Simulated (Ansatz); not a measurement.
# ZrF+ (triplet): the correlation ladder, def2-TZVPP

How much of the correlation energy of ZrF+ (triplet) does each wave-function method recover here?

Computed with Ansatz 0.2.0, Gaussian basis. Level: def2-TZVPP, core rule «outside noble gas», up to 5 orbitals frozen.

Plan: UHF; CCSD(T) on ROHF; CCSD(T) on UHF; CCSDT(Q) on ROHF; CCSDT(Q) on UHF.

13 further runs of the same task are left out: 8 for a known fault of the program, 5 set aside as unsound or not needed.

### 1 The system

The geometry is a PBE0/def2-TZVP stationary point (not a proven minimum) of the parent state, kept for this charge and spin. No spin-orbit coupling is included. Elements past krypton take def2 core potentials.

2 atoms, charge 1, spin multiplicity 3.

Atoms are counted from 1 here; the program's logs count them from 0.

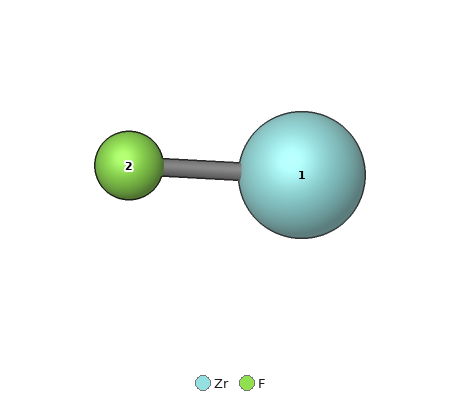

The structure; zirconium light teal, fluorine green; atoms are numbered from 1 in the order of the file.

In the tables R marks a restricted open-shell determinant and U an unrestricted one; energies count from the table's Hartree-Fock row.

### 2 UHF

The input, in.yaml:

```yaml
crystal:
  periodic: [false, false, false]
  atoms:
    - {symbol: Zr, position_ang: [0.000000, 0.000000, 0.000000]}
    - {symbol: F, position_ang: [0.000000, 0.000000, 1.857200]}
basis:
  gaussian: {orbitals: def2-TZVPP}
total_charge: 1
magnetization: {spin_polarized: true, initial_magnetization: 2}
hamiltonian: {xc: hf}
output: {orbitals: {seedname: orbitals}}
```

The run is started by

```sh
ansatz run in.yaml --threads 1 --pin off --events-out ev --progress --plain --max-ram 3968MiB --backend cpu
```

Output:

```text
Functional definition: HF
  name "HF"
  cite "Fock, Z. Phys. 61, 126 (1930) doi:10.1007/BF01340294"
  parent pbe
  exchange = exact_x
  correlation = 0
643 factors; their error is unknown
mean field evaluation 1: about -3954.6589 eV, gradient 5.8e1 eV
mean field evaluation 2: about -3951.2972 eV, gradient 6.8e1 eV
mean field evaluation 4: about -3966.2222 eV, gradient 1.5e0 eV
mean field evaluation 8: about -3966.3220 eV, gradient 4.9e-1 eV
mean field evaluation 16: about -3966.9420 eV, gradient 4.0e-1 eV
mean field evaluation 32: about -3967.3609 eV, gradient 8.3e-1 eV
mean field evaluation 64: about -3967.2770 eV, gradient 8.3e-6 eV
mean field evaluation 96: about -3967.3628 eV, gradient 6.6e-1 eV
mean field evaluation 128: about -3966.4192 eV, gradient 7.1e-1 eV
mean field evaluation 160: about -3960.8398 eV, gradient 9.7e0 eV
mean field evaluation 192: about -3965.9961 eV, gradient 5.4e0 eV
mean field evaluation 224: about -3966.4900 eV, gradient 9.6e-1 eV
mean field evaluation 256: about -3967.5870 eV, gradient 1.8e-6 eV
mean field -3967.58697208 eV, -145.8061318969 hartree, gradient 1.8e-6 eV, S^2 2.005470; 10 other end points of the search recorded, 0 dependent functions left out
reference -3967.58697208 eV, -145.8061318969 hartree; 11, 9 occupied and 76, 78 virtual orbitals, 643 factors
Total energy: -3967.58697208 eV, -145.8061318969 hartree
```

Wall time 5.5 s (1 thread of AMD EPYC 7R13, shared host).

From the report: ⟨S²⟩ of the determinant 2.005 (pure triplet: 2.00).

### 3 CCSD(T) on ROHF

The input, in.yaml:

```yaml
crystal:
  periodic: [false, false, false]
  atoms:
    - {symbol: Zr, position_ang: [0.000000, 0.000000, 0.000000]}
    - {symbol: F, position_ang: [0.000000, 0.000000, 1.857200]}
basis:
  gaussian: {orbitals: def2-TZVPP}
total_charge: 1
magnetization: {spin_polarized: false, initial_magnetization: 2}
correlation: {method: ccsd_t, electrons: outside_noble_gas}
output: {forces: true}
```

Same command.

Output (excerpt; [...] marks lines left out):

```text
Functional definition: HF
  name "HF"
  cite "Fock, Z. Phys. 61, 126 (1930) doi:10.1007/BF01340294"
  parent pbe
[...]
583 factors; integrals over basis functions are off by at most 1.4e-3 eV
[...]
mean field -3967.48455924 eV, -145.8023682944 hartree, gradient 1.5e-6 eV, S^2 2.000000; 28 other end points of the search recorded, 0 dependent functions left out
[...]
determinant -3967.48455924 eV, -145.8023682944 hartree, with singles and doubles -3975.54047395 eV, -146.0984176997 hartree
determinant -3967.26263617 eV, -145.7942127721 hartree, with singles and doubles -3975.28344906 eV, -146.0889722089 hartree
determinant -3967.19674204 eV, -145.7917912075 hartree, with singles and doubles -3975.33662951 eV, -146.0909265545 hartree
determinant -3966.97475300 eV, -145.7836332605 hartree, with singles and doubles -3974.93072182 eV, -146.0760097221 hartree
[...]
determinant -3967.19674204 eV, -145.7917912075 hartree, with singles and doubles -3975.36947278 eV, -146.0921335225 hartree
[...]
5 core orbitals not correlated: weight in the atoms' cores, before any rotation towards them, 0.673 or more for the frozen orbitals, at most 0.320 for the correlated occupied ones
reference -3967.48455924 eV, -145.8023682944 hartree; 6, 4 occupied and 76, 78 virtual orbitals, 583 factors
second order -8.14518672 eV of doubles, -0.00447715 eV of singles
cycle   1  -8.08055853 eV  change   -4.4e-6 eV  update   5.3e-6
[...]
cycle   8  -8.08055767 eV  change  -8.2e-10 eV  update   1.6e-7
perturbative correction -0.31634176 eV, -0.0116253451 hartree
[...]
Total energy: -3975.88145867 eV, -146.1109486568 hartree
Atom 0 at     0.000000     0.000000     0.000000 Å, force     0.000000    -0.000000     0.661733 eV/Å
Atom 1 at     0.000000     0.000000     1.857200 Å, force    -0.000000     0.000000    -0.661733 eV/Å
Dipole moment:    -0.000000    -0.000000    -1.065242 e Å
```

Run time: 75 s. Hardware: 1 thread of AMD EPYC 7R13, shared host; peak memory 0.91 GiB.

From the report: correlation -8.3969 eV; T1 0.024; largest double amplitude 0.02.

### 4 CCSD(T) on UHF

in.yaml, as its differences from that of step 3:

```diff
@@ -8,3 +8,3 @@
 total_charge: 1
-magnetization: {spin_polarized: false, initial_magnetization: 2}
+magnetization: {spin_polarized: true, initial_magnetization: 2}
 correlation: {method: ccsd_t, electrons: outside_noble_gas}
```

Same command.

Output (excerpt; [...] marks lines left out):

```text
Functional definition: HF
  name "HF"
  cite "Fock, Z. Phys. 61, 126 (1930) doi:10.1007/BF01340294"
  parent pbe
[...]
583 factors; integrals over basis functions are off by at most 1.4e-3 eV
[...]
mean field -3967.58707447 eV, -145.8061356596 hartree, gradient 2.5e-6 eV, S^2 2.005470; 25 other end points of the search recorded, 0 dependent functions left out
determinant -3967.58707447 eV, -145.8061356596 hartree, with singles and doubles -3975.62493467 eV, -146.1015215739 hartree
determinant -3967.36719761 eV, -145.7980553343 hartree, with singles and doubles -3975.36135457 eV, -146.0918351837 hartree
determinant -3967.27705583 eV, -145.7947426846 hartree, with singles and doubles -3975.39914667 eV, -146.0932240176 hartree
determinant -3967.10359772 eV, -145.7883682167 hartree, with singles and doubles -3975.03705110 eV, -146.0799172511 hartree
[...]
determinant -3967.27705583 eV, -145.7947426846 hartree, with singles and doubles -3975.43184093 eV, -146.0944255098 hartree
5 core orbitals not correlated: weight in the atoms' cores, before any rotation towards them, 0.659 or more for the frozen orbitals, at most 0.334 for the correlated occupied ones
reference -3967.58707447 eV, -145.8061356596 hartree; 6, 4 occupied and 76, 78 virtual orbitals, 583 factors
second order -8.13878088 eV of doubles, -0.00000000 eV of singles
cycle   1  -8.06461675 eV  change    1.6e-6 eV  update   5.7e-6
[...]
cycle  15  -8.06461719 eV  change   -2.7e-8 eV  update   1.5e-7
perturbative correction -0.31539787 eV, -0.0115906580 hartree
[...]
Total energy: -3975.96708953 eV, -146.1140955329 hartree
Atom 0 at     0.000000     0.000000     0.000000 Å, force    -0.000000    -0.000000     0.626163 eV/Å
Atom 1 at     0.000000     0.000000     1.857200 Å, force     0.000000     0.000000    -0.626163 eV/Å
Dipole moment:    -0.000000     0.000000    -1.073037 e Å
```

Wall time 64 s (1 thread of AMD EPYC 7R13, shared host); peak memory 0.67 GiB.

From the report: ⟨S²⟩ of the determinant 2.005 (pure triplet: 2.00); correlation -8.3800 eV; T1 0.023; largest double amplitude 0.02.

### 5 CCSDT(Q) on ROHF

The input, in.yaml:

```yaml
crystal:
  periodic: [false, false, false]
  atoms:
    - {symbol: Zr, position_ang: [0.000000, 0.000000, 0.000000]}
    - {symbol: F, position_ang: [0.000000, 0.000000, 1.857200]}
basis:
  gaussian: {orbitals: def2-TZVPP}
total_charge: 1
magnetization: {spin_polarized: false, initial_magnetization: 2}
correlation: {method: ccsdt_q, electrons: outside_noble_gas}
```

The run is started by

```sh
ansatz run in.yaml --threads 2 --pin off --events-out ev --progress --plain --max-ram 23808MiB --backend cuda --devices 0, --max-vram 18GiB
```

Output (excerpt; [...] marks lines left out):

```text
Functional definition: HF
  name "HF"
  cite "Fock, Z. Phys. 61, 126 (1930) doi:10.1007/BF01340294"
  parent pbe
[...]
1068 factors; integrals over basis functions are off by at most 1.5e-7 eV
[...]
mean field -3967.48458891 eV, -145.8023693849 hartree, gradient 1.1e-6 eV, S^2 2.000000; 27 other end points of the search recorded, 0 dependent functions left out
[...]
determinant -3967.48458891 eV, -145.8023693849 hartree, with singles and doubles -3975.54051161 eV, -146.0984190836 hartree
determinant -3967.26266862 eV, -145.7942139645 hartree, with singles and doubles -3975.28352354 eV, -146.0889749463 hartree
determinant -3967.19677442 eV, -145.7917923974 hartree, with singles and doubles -3975.33665035 eV, -146.0909273206 hartree
determinant -3966.97478672 eV, -145.7836344999 hartree, with singles and doubles -3974.93074266 eV, -146.0760104881 hartree
[...]
determinant -3967.48458891 eV, -145.8023693849 hartree, with singles and doubles -3975.56514533 eV, -146.0993243560 hartree
determinant -3967.26266862 eV, -145.7942139645 hartree, with singles and doubles -3975.34890993 eV, -146.0913778517 hartree
determinant -3967.19677442 eV, -145.7917923974 hartree, with singles and doubles -3975.36950702 eV, -146.0921347809 hartree
5 core orbitals not correlated: weight in the atoms' cores, before any rotation towards them, 0.673 or more for the frozen orbitals, at most 0.320 for the correlated occupied ones
reference -3967.48458891 eV, -145.8023693849 hartree; 6, 4 occupied and 76, 78 virtual orbitals, 1068 factors
second order -8.14519678 eV of doubles, -0.00447714 eV of singles
cycle   1  -7.76380031 eV  change    3.9e-1 eV  update   1.2e-1
[...]
cycle  20  -8.39860779 eV  change    2.4e-7 eV  update   7.0e-7
perturbative correction -0.00203286 eV, -0.0000747063 hartree
Total energy: -3975.88522957 eV, -146.1110872348 hartree
```

Wall time 27 s (1 × H100 (card shared with other runs) with 2 threads of AMD EPYC 7R13, shared host); peak host memory 0.98 GiB.

From the report: correlation -8.4006 eV; T1 0.025; largest double amplitude 0.02.

### 6 CCSDT(Q) on UHF

in.yaml, as its differences from that of step 5:

```diff
@@ -8,3 +8,3 @@
 total_charge: 1
-magnetization: {spin_polarized: false, initial_magnetization: 2}
+magnetization: {spin_polarized: true, initial_magnetization: 2}
 correlation: {method: ccsdt_q, electrons: outside_noble_gas}
```

Launched as before.

Output (excerpt; [...] marks lines left out):

```text
Functional definition: HF
  name "HF"
  cite "Fock, Z. Phys. 61, 126 (1930) doi:10.1007/BF01340294"
  parent pbe
[...]
1068 factors; integrals over basis functions are off by at most 1.5e-7 eV
[...]
mean field -3967.58710428 eV, -145.8061367550 hartree, gradient 1.5e-6 eV, S^2 2.005470; 26 other end points of the search recorded, 0 dependent functions left out
determinant -3967.58710428 eV, -145.8061367550 hartree, with singles and doubles -3975.62499108 eV, -146.1015236467 hartree
determinant -3967.36723021 eV, -145.7980565321 hartree, with singles and doubles -3975.36138930 eV, -146.0918364601 hartree
determinant -3967.27708838 eV, -145.7947438809 hartree, with singles and doubles -3975.39921255 eV, -146.0932264389 hartree
determinant -3967.10363154 eV, -145.7883694595 hartree, with singles and doubles -3975.03709543 eV, -146.0799188803 hartree
[...]
determinant -3967.58710428 eV, -145.8061367550 hartree, with singles and doubles -3975.65172497 eV, -146.1025060993 hartree
determinant -3967.36723021 eV, -145.7980565321 hartree, with singles and doubles -3975.40876871 eV, -146.0935776211 hartree
determinant -3967.27708838 eV, -145.7947438809 hartree, with singles and doubles -3975.43187560 eV, -146.0944267837 hartree
5 core orbitals not correlated: weight in the atoms' cores, before any rotation towards them, 0.659 or more for the frozen orbitals, at most 0.334 for the correlated occupied ones
reference -3967.58710428 eV, -145.8061367550 hartree; 6, 4 occupied and 76, 78 virtual orbitals, 1068 factors
second order -8.13879090 eV of doubles, -0.00000000 eV of singles
cycle   1  -7.75112913 eV  change    3.9e-1 eV  update   1.2e-1
[...]
cycle  20  -8.38161420 eV  change    3.0e-7 eV  update   7.5e-7
perturbative correction -0.01706151 eV, -0.0006269990 hartree
Total energy: -3975.98577998 eV, -146.1147823944 hartree
```

Run time: 35 s. Hardware: 1 × H100 (card shared with other runs) with 2 threads of AMD EPYC 7R13, shared host; peak host memory 0.93 GiB.

From the report: ⟨S²⟩ of the determinant 2.005 (pure triplet: 2.00); correlation -8.3987 eV; T1 0.024; largest double amplitude 0.02.

### 7 Misses and costs

No level here is safe as a reference; RCCSDT(Q) serves as a yardstick only. Rows without a time come out of other runs: HF, MP2 and CCSD of CCSD(T), CCSDT of CCSDT(Q). The times of RCCSD(T), UCCSD(T) include forces.

Differences are taken before rounding.

```tsv
method	energy from the lowest RHF (meV)	from RCCSDT(Q) (meV)	time
RHF	0.0	+8400.7	
UHF	-102.5	+8298.2	
RMP2	-8149.7	+251.0	
UMP2	-8241.3	+159.4	
RCCSD	-8080.6	+320.1	
UCCSD	-8167.1	+233.5	
RCCSD(T)	-8396.9	+3.8	75 s
UCCSD(T)	-8482.5	-81.9	64 s
RCCSDT	-8398.6	+2.0	
UCCSDT	-8484.2	-83.5	
RCCSDT(Q)	-8400.7	0	27 s (GPU)
UCCSDT(Q)	-8501.2	-100.6	35 s (GPU)
```

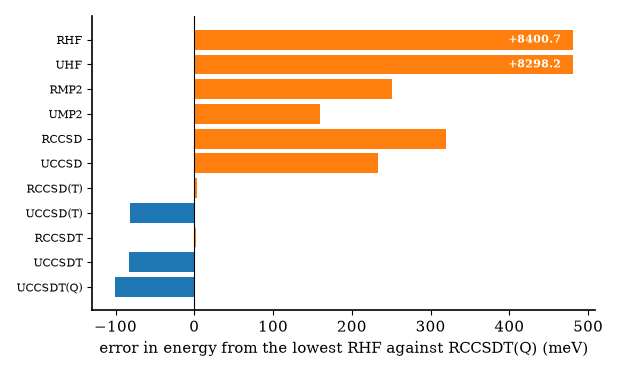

Deviations from RCCSDT(Q), method by method. Bars with a number in them are cut short.

Some runs used a GPU and others CPU threads alone; cost is compared among the CPU runs only.

### 8 Outcome

| quantity | value |
| --- | --- |
| RCCSDT(Q) below the RHF energy | -8.4007 eV |
| RMP2 from RCCSDT(Q) | +251.0 meV |
| UMP2 from RCCSDT(Q) | +159.4 meV |
| RCCSD from RCCSDT(Q) | +320.1 meV |
| RCCSD(T) from RCCSDT(Q) | +3.8 meV |
| UCCSD(T) from RCCSDT(Q) | -81.9 meV |
| UCCSDT(Q) from RCCSDT(Q) | -100.6 meV |
| T1 diagnostic | 0.024 |

**Reading.** RCCSD(T) misses by +3.8 meV, 0.0 % of the correlation energy. CCSD(T) misses by +3.8 meV on the restricted determinant and by -81.9 meV on the unrestricted one; the two need not hold the same state or core.
